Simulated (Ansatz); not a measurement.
H₇Si₄ (doublet)

```
atom    x (Å)    y (Å)    z (Å)
  Si  -0.9007   0.4592  -1.4256
  Si  -1.2859   0.7145   0.8471
  Si   0.5468  -0.7450   1.1291
  Si   1.2078  -0.4562  -1.1177
   H  -1.3976   1.2959  -2.5548
   H  -2.6044   0.2584   1.3664
   H  -1.0257   2.0824   1.3813
   H   0.1061  -2.1412   1.4020
   H   1.5456  -0.3432   2.1573
   H   2.3401   0.5023  -1.2708
   H   1.5334  -1.6841  -1.8937
```

Geometry: PBE0-D4/def2-TZVP.

These are results of Ansatz, UKS PBE0-D4/def2-TZVPP, not measurements.

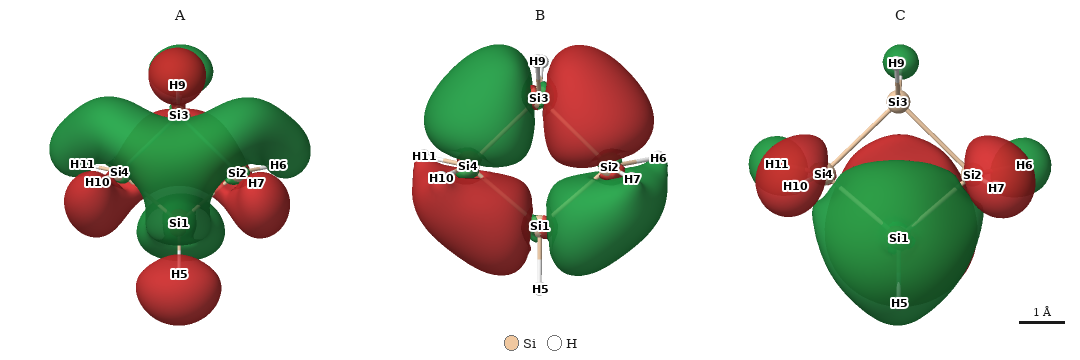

Figure 1. Three frontier orbitals at ±0.06 Å⁻³ᐟ² (green and red are the two phases), in no order.

### Which picture is the HOMO−1, the HOMO and the LUMO? All are α orbitals.

B is the HOMO−1 (α) (−7.61 eV). It lies mainly on Si3 (about 30 %), Si2 (about 25 %), Si4 (about 25 %) and Si1 (about 15 %). C is the HOMO (α) (−6.06 eV). By Hirshfeld shares it lies mainly on Si1 (about 65 %), Si2 (about 10 %) and Si4 (about 10 %). A is the LUMO (α) (−0.85 eV). Its weight (Hirshfeld) is mainly on Si1 (about 20 %), Si2 (about 20 %), Si4 (about 20 %), Si3 (about 20 %) and H5 (about 5 %).

### What is the gap between the highest occupied and lowest empty α orbitals?

5.21 eV between the orbital energies.

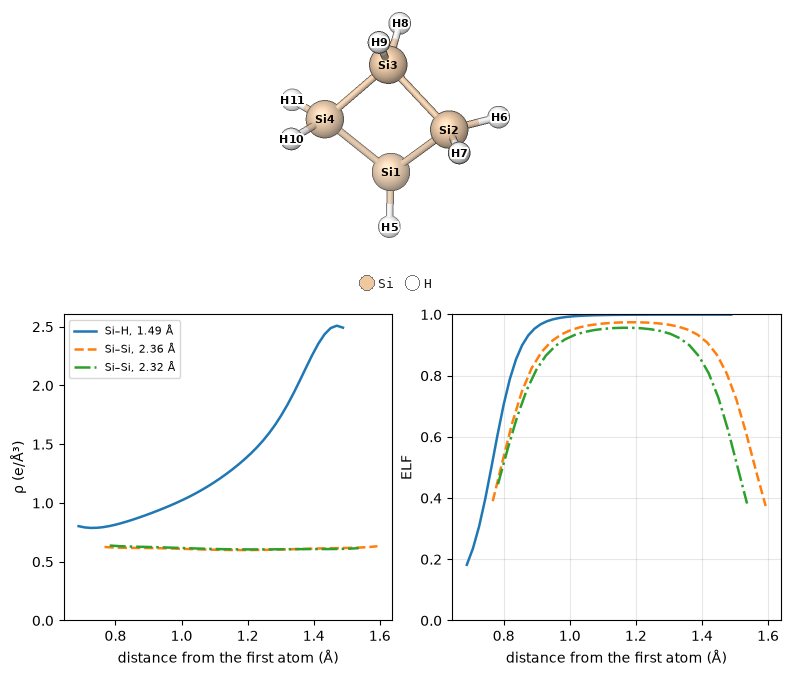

Figure 2. Total electron density and electron localisation function along straight lines between neighbouring atoms. The curves leave out the atomic cores. The structure is drawn too.

### What can be read from the curves?

Si–H (1.49 Å): ρ is about 0.79 e/Å³ halfway; the ELF climbs to about 1 towards the hydrogen, as it does in any bond to H.
Si–Si (2.36 Å): ρ is about 0.6 e/Å³ halfway; the ELF peaks at about 1 between the atoms (a shared electron pair).
Si–Si (2.32 Å): ρ at the midpoint is about 0.61 e/Å³; the ELF peaks at about 0.95 between the atoms (a covalent bond).

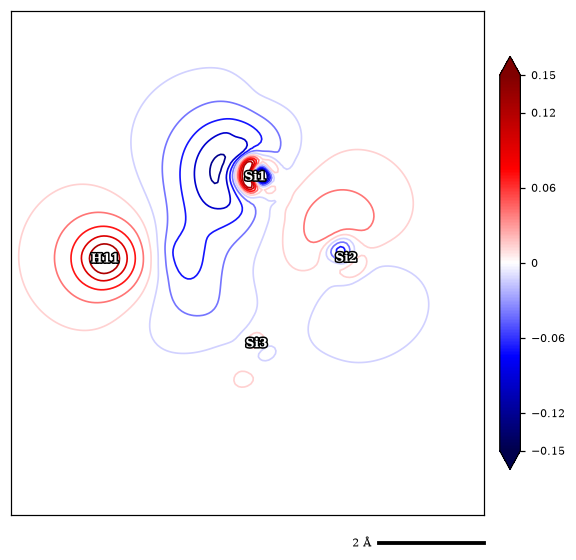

Figure 3. One frontier orbital on the plane of atoms Si1, Si2 and Si3 (values in Å⁻³ᐟ²; the overall sign is arbitrary).

### Which orbital is it: HOMO (β) or LUMO (β)?

The LUMO (β), at −2.95 eV. Its weight (Hirshfeld) is mainly on Si1 (about 60 %), Si2 (about 10 %) and Si4 (about 10 %).
